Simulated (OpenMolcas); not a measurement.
# One shape, several levels: doublet CHClGaNO+

Aim: a comparison of 6 runs (UHF/6-31G*, U-r2SCAN/6-31G*, UB3LYP/6-31G*, UBLYP/6-31G*, UM06-2X/6-31G*, UPBE/6-31G*) of doublet CHClGaNO+. 

The calculation is run with OpenMolcas 26.06.

1 further run of the same task is left out (set aside as unsound or not needed).

**1. Starting point**

The species is CHClGaNO+ (6 atoms), meant as a doublet with charge +1. SMILES of the parent species: `O=C=[N][GaH][Cl]`. The shape is that of a PBE0-D4/def2-TZVP optimisation. This is one conformer, not always the lowest. That shape belongs to the parent species and isn't relaxed for this state.

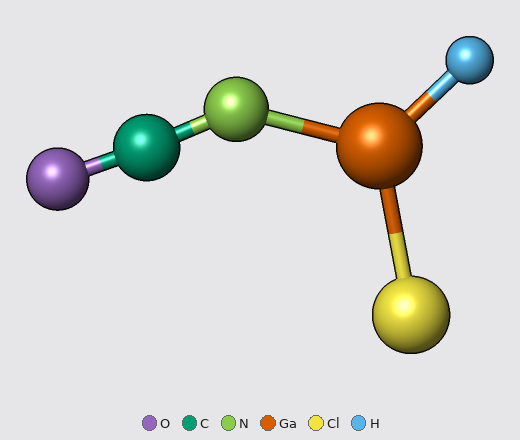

Viewed from a chosen angle; oxygen purple, carbon teal, nitrogen green, gallium orange, chlorine yellow, hydrogen blue.

**2. The energy at UHF/6-31G(d) (spherical functions) (run 1)**

File calc.input:

```
* CHClGaNO Hartree-Fock

&GATEWAY
  BasLib=$CurrDir
  Coord
  6
  angstrom
  O       -0.700200      -2.626600      -0.696700
  C       -0.691800      -1.486000      -0.467600
  N       -0.756800      -0.304700      -0.247900
  Ga       0.248500       1.124400       0.275700
  Cl       2.297400       0.694600       0.677800
  H       -0.354900       2.534400       0.412700
  Basis=6-31Gs
  Group=NoSym

&SEWARD

&SCF
  UHF
  Charge=1
  Spin=2
  Thresholds=1e-10 1e-07 1e-07 1e-05
  PrOrbitals=0
```

The basis set 6-31G* is read from a file made from the Basis Set Exchange's data (not shown).

Started as:

```sh
$ export MOLCAS_MEM=1860
$ pymolcas calc.input > calc.log
```

Log:

```text
--- Start Module: gateway ---
[...]
--- Stop Module: gateway /rc=_RC_ALL_IS_WELL_ ---
--- Start Module: seward ---
[...]
      Basis functions           94
--- Stop Module: seward /rc=_RC_ALL_IS_WELL_ ---
[...]
--- Start Module: scf ---
[...]
       Convergence after 123 Iterations
[...]
::    Total SCF energy                              -2549.9365235935
[...]
      Total spin, S                                     0.5782384174
[...]
      Total electronic charge=   69.000000
      Total            charge=    1.000000
[...]
      Dipole Moment (debye):
      Origin of the operator (angstrom)=    0.4562    0.2739    0.1558
                   X= -4.7969E+00               Y= -2.9082E+00               Z= -1.7187E+00           Total=  5.8670E+00
      Center of Charge (angstrom)
[...]
--- Stop Module: scf /rc=_RC_ALL_IS_WELL_ ---
[...]
```

Wall time 42 s (1 thread of Intel Xeon 6975P-C (Granite Rapids), shared host); peak memory 0.52 GiB.

**3. A single-point energy at U-r2SCAN/6-31G(d) (spherical functions) (run 2)**

File run.inp:

```
>>> EXPORT MOLCAS_PRINT=2
&GATEWAY
BasLib=$CurrDir
Coord
6
angstrom
O       -0.700200      -2.626600      -0.696700
C       -0.691800      -1.486000      -0.467600
N       -0.756800      -0.304700      -0.247900
Ga       0.248500       1.124400       0.275700
Cl       2.297400       0.694600       0.677800
H       -0.354900       2.534400       0.412700
Basis=6-31Gs
Group=NoSym
&SEWARD
GridInput
Grid=UltraFine
End of Grid
&SCF
UHF
Charge=1
Spin=2
KSDFT=2
1.0 MGGA_X_R2SCAN
1.0 MGGA_C_R2SCAN
Thresholds=1e-10 1e-07 1e-07 1e-05
PrOrbitals=0
```

The basis set 6-31G* is read from a file made from the Basis Set Exchange's data (not shown).

Started as:

```sh
$ export MOLCAS_MEM=1860
$ pymolcas run.inp > run.log
```

Log:

```text
--- Start Module: gateway ---
[...]
--- Stop Module: gateway /rc=_RC_ALL_IS_WELL_ ---
--- Start Module: seward ---
[...]
      Basis functions           94
--- Stop Module: seward /rc=_RC_ALL_IS_WELL_ ---
[...]
--- Start Module: scf ---
[...]
       Convergence after  64 Iterations
[...]
::    Total KS-DFT energy                           -2552.9984240812
[...]
      Total spin, S                                     0.5058160360
[...]
      Total electronic charge=   69.000000
      Total            charge=    1.000000
[...]
      Dipole Moment (debye):
      Origin of the operator (angstrom)=    0.4562    0.2739    0.1558
                   X= -1.2494E+00               Y= -2.1300E-01               Z= -3.3982E-01           Total=  1.3122E+00
      Center of Charge (angstrom)
[...]
--- Stop Module: scf /rc=_RC_ALL_IS_WELL_ ---
[...]
```

Run time: 2 min. Hardware: 1 thread of Intel Xeon 6975P-C (Granite Rapids), shared host; peak memory 0.52 GiB.

Run 3 isn't shown in full; the table further down has it.

**4. The energy at UBLYP/6-31G(d) (spherical functions) (run 4)**

File job.input:

```
>>> EXPORT MOLCAS_PRINT=2
&GATEWAY
BasLib=$CurrDir
BasisSet
O.6-31Gs....
O1 -0.700200 -2.626600 -0.696700 angstrom
End of Basis
BasisSet
C.6-31Gs....
C2 -0.691800 -1.486000 -0.467600 angstrom
End of Basis
BasisSet
N.6-31Gs....
N3 -0.756800 -0.304700 -0.247900 angstrom
End of Basis
BasisSet
Ga.6-31Gs....
Ga4 0.248500 1.124400 0.275700 angstrom
End of Basis
BasisSet
Cl.6-31Gs....
Cl5 2.297400 0.694600 0.677800 angstrom
End of Basis
BasisSet
H.6-31Gs....
H6 -0.354900 2.534400 0.412700 angstrom
End of Basis
&SEWARD
GridInput
Grid=UltraFine
End of Grid
&SCF
UHF
Charge=1
Spin=2
KSDFT=BLYP
Thresholds=1e-10 1e-07 1e-07 1e-05
PrOrbitals=1 2
```

The basis set 6-31G* is read from a file made from the Basis Set Exchange's data (not shown).

Started as:

```sh
$ export MOLCAS_MEM=1860
$ pymolcas job.input > job.log
```

Log:

```text
--- Start Module: gateway ---
[...]
--- Stop Module: gateway /rc=_RC_ALL_IS_WELL_ ---
--- Start Module: seward ---
[...]
      Basis functions           94
--- Stop Module: seward /rc=_RC_ALL_IS_WELL_ ---
[...]
--- Start Module: scf ---
[...]
       Convergence after  44 Iterations
[...]
::    Total KS-DFT energy                           -2553.1724320225
[...]
      Total spin, S                                     0.5021314754
[...]
      Total electronic charge=   69.000000
      Total            charge=    1.000000
[...]
      Dipole Moment (debye):
      Origin of the operator (angstrom)=    0.4562    0.2739    0.1558
                   X= -9.2634E-01               Y= -7.4249E-02               Z= -2.3531E-01           Total=  9.5864E-01
      Center of Charge (angstrom)
[...]
--- Stop Module: scf /rc=_RC_ALL_IS_WELL_ ---
[...]
```

Run time: 55 s. Hardware: 1 thread of Intel Xeon 6975P-C (Granite Rapids), shared host; peak memory 0.51 GiB.

Run 5 isn't shown in full; the table further down has it.

**5. A single-point energy at UPBE/6-31G(d) (spherical functions) (run 6)**

File test.input:

```
>>> EXPORT MOLCAS_PRINT=2

&GATEWAY
 BasLib
 $CurrDir
 BasisSet
 O.6-31Gs....
 O1 -0.700200 -2.626600 -0.696700 angstrom
 End of Basis
 BasisSet
 C.6-31Gs....
 C2 -0.691800 -1.486000 -0.467600 angstrom
 End of Basis
 BasisSet
 N.6-31Gs....
 N3 -0.756800 -0.304700 -0.247900 angstrom
 End of Basis
 BasisSet
 Ga.6-31Gs....
 Ga4 0.248500 1.124400 0.275700 angstrom
 End of Basis
 BasisSet
 Cl.6-31Gs....
 Cl5 2.297400 0.694600 0.677800 angstrom
 End of Basis
 BasisSet
 H.6-31Gs....
 H6 -0.354900 2.534400 0.412700 angstrom
 End of Basis

&SEWARD
 GridInput
 Grid=UltraFine
 End of Grid

&SCF
 UHF
 Charge
 1
 Spin
 2
 KSDFT
 PBE
 Thresholds
 1e-10 1e-07 1e-07 1e-05
 PrOrbitals
 1 1
```

The basis set 6-31G* is read from a file made from the Basis Set Exchange's data (not shown).

Started as:

```sh
$ export MOLCAS_MEM=1860
$ pymolcas test.input > test.log
```

Log:

```text
--- Start Module: gateway ---
[...]
--- Stop Module: gateway /rc=_RC_ALL_IS_WELL_ ---
--- Start Module: seward ---
[...]
      Basis functions           94
--- Stop Module: seward /rc=_RC_ALL_IS_WELL_ ---
[...]
--- Start Module: scf ---
[...]
       Convergence after  39 Iterations
[...]
::    Total KS-DFT energy                           -2552.4716951506
[...]
      Total spin, S                                     0.5020958986
[...]
      Total electronic charge=   69.000000
      Total            charge=    1.000000
[...]
      Dipole Moment (debye):
      Origin of the operator (angstrom)=    0.4562    0.2739    0.1558
                   X= -9.2120E-01               Y= -6.0677E-02               Z= -2.3139E-01           Total=  9.5175E-01
      Center of Charge (angstrom)
[...]
--- Stop Module: scf /rc=_RC_ALL_IS_WELL_ ---
[...]
```

Run time: 53 s. Hardware: 1 thread of Intel Xeon 6975P-C (Granite Rapids), shared host; peak memory 0.52 GiB.

**6. Overview of the runs**

```tsv
run	level	integration grid	energy (Eh)	HOMO energy (eV)	LUMO energy (eV)	⟨S²⟩	wall time
1	UHF/6-31G* (spherical functions)	–	-2549.936524	-16.99	-8.12	0.913	42 s
2	U-r2SCAN/6-31G* (spherical functions)	UltraFine	-2552.998424	-13.97	-13.63	0.762	2 min
3	UB3LYP/6-31G* (spherical functions)	UltraFine	-2553.181361	-14.45	-13.13	0.763	80 s
4	UBLYP/6-31G* (spherical functions)	UltraFine	-2553.172432	-13.58	-13.36	0.754	55 s
5	UM06-2X/6-31G* (spherical functions)	UltraFine	-2553.016896	-15.60	-12.50	0.772	77 s
6	UPBE/6-31G* (spherical functions)	UltraFine	-2552.471695	-13.75	-13.56	0.754	53 s
```

**7. Summary of results**

| quantity | value |
| --- | --- |
| run 6: total energy | -2552.47170 Eh |
| run 6: HOMO energy (highest over α and β) | -13.75 eV |
| run 6: LUMO energy (lowest over α and β) | -13.56 eV |
| run 6: ⟨S²⟩ | 0.754 |

Totals of different functionals can't be ranked against each other. Spin contamination of the reference: run 1 ⟨S²⟩ = 0.91. All runs together took 7.1 min, the longest 2 min.
